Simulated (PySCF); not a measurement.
# PBE/STO-3G run of SiS (SMILES [Si-]#[S+])

Aim: the energy change on altering one bond length of SiS at PBE/STO-3G, from 2 runs. 

Program for the calculation: PySCF 2.14.0.

20 further runs of the same task are left out: 7 that didn't finish, 13 set aside as unsound or not needed.

## (1) Starting point

The species is SiS (2 atoms), meant as a singlet with charge 0. SMILES: `[Si-]#[S+]`. The bond length is the measured one.

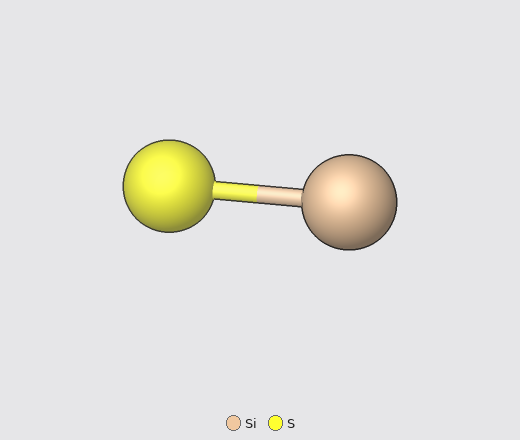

The structure, seen from a chosen angle (silicon light orange, sulfur yellow).

## (2) The energy at PBE/STO-3G

File job.py:

```python
from pyscf import gto, dft

system = gto.M(
    atom='Si 0.000000 0.000000 0.000000; S 0.000000 0.000000 1.929321',
    max_memory=1860,
    verbose=3,
    basis='sto-3g',
)

mf = dft.RKS(system)
mf.xc = 'pbe'
mf.conv_tol = 1e-10
mf.grids.level = 5
mf.kernel()
if not mf.converged:
    mf = mf.newton().run(mf.mo_coeff, mf.mo_occ)

energy = mf.e_tot
print(f'total energy: {energy:.8f} hartree')
```

Launch:

```bash
OMP_NUM_THREADS=1 python job.py
```

The log of the run:

```text
converged SCF energy = -679.553520332624
total energy: -679.55352033 hartree
```

It took 1.6 s on 1 thread of Arm Neoverse V2, shared host; peak memory 0.17 GiB.

## (3) The distorted shape, same level

File calc.py:

```python
from pyscf import gto, dft

molecule = gto.M(
    atom=[
    ('Si', (0.000000, 0.000000, -0.964679)),
    ('S', (0.000000, 0.000000, 1.929321)),
],
    verbose=3,
    max_memory=1860,
    spin=0,
    basis='sto-3g',
)

mf = dft.RKS(molecule)
mf.xc = 'pbe'
mf.conv_tol = 1e-10
mf.grids.level = 5
mf.kernel()
if not mf.converged:
    mf = mf.newton().run(mf.mo_coeff, mf.mo_occ)

energy = mf.e_tot
print('E(%s) = %.9f' % ('PBE', energy))
```

Launch:

```bash
OMP_NUM_THREADS=1 python calc.py
```

The log of the run:

```text
converged SCF energy = -679.340645664471
E(PBE) = -679.340645664
```

Run time: 2.8 s. Hardware: 1 thread of Arm Neoverse V2, shared host; peak memory 0.17 GiB.

## (4) Outcome

At PBE/STO-3G:

| quantity | value |
| --- | --- |
| first shape: total energy | -679.55352 Eh |
| first shape: dipole moment | 0.92 D |
| first shape: HOMO energy | -2.77 eV |
| first shape: LUMO energy | 1.77 eV |
| first shape: HOMO–LUMO gap | 4.53 eV |
| distorted shape: total energy | -679.34065 Eh |
| distorted shape: dipole moment | 2.75 D |
| distorted shape: HOMO energy | -0.48 eV |
| distorted shape: LUMO energy | 0.36 eV |
| distorted shape: HOMO–LUMO gap | 0.84 eV |
| energy change with the Si1–S2 bond stretched from 1.929 to 2.894 Å | 5.793 eV |

What this shows: With the Si1–S2 bond stretched from 1.929 to 2.894 Å the energy rises by 5.79 eV (559 kJ/mol). The first shape isn't relaxed at this level, so the change isn't measured from a minimum. A restricted reference can't describe the breaking bond well at this length. The minimal basis adds a large error of its own.
